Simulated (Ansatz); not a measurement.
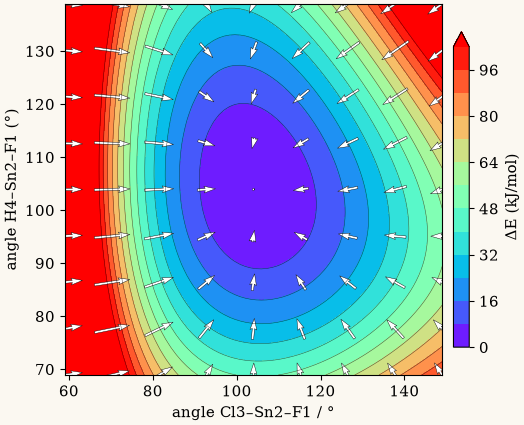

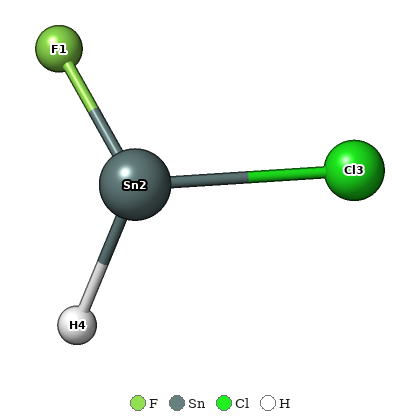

Energy landscape of ClFHSn, SMILES [F][SnH][Cl], spin multiplicity 2. Coordinates scanned: (1) angle Cl3–Sn2–F1; (2) angle H4–Sn2–F1. Nothing is relaxed (all other coordinates rigid). The scan uses a 9 × 9 grid. Points are written as (first, second). All energies are given in kJ/mol relative to the lowest grid point. Level of theory: Ansatz, UKS PBE-D4/def2-TZVP.

In the figure: filled contours, arrows along the force (downhill), their lengths compressed, one colour for all values above the top of the scale. Between grid points the surface is interpolated. The second picture is the structure at the lowest point.

Question: Where are the wells?

Answer: The lowest grid point is at (104.0°, 103.9°). No other kind of well shows on this grid. The highest grid point, (59.0°, 68.9°), lies 238 kJ/mol above the lowest. Round the minimum the valley is somewhat tilted: raising angle Cl3–Sn2–F1 shifts the best value of angle H4–Sn2–F1 downwards (coupling k₁₂/√(k₁₁k₂₂) about 0.2).

Each point was launched as `ansatz run input.yaml --threads 1 --pin off --max-ram 2048MiB --backend cpu --events-out ev --progress --plain --runs-dir out`. Time for the 81 points that were run: 8.2 min on 1 thread of Intel(R) Xeon(R) Platinum 8259CL CPU @ 2.50GHz (Skylake/Cascade Lake) (shared host).
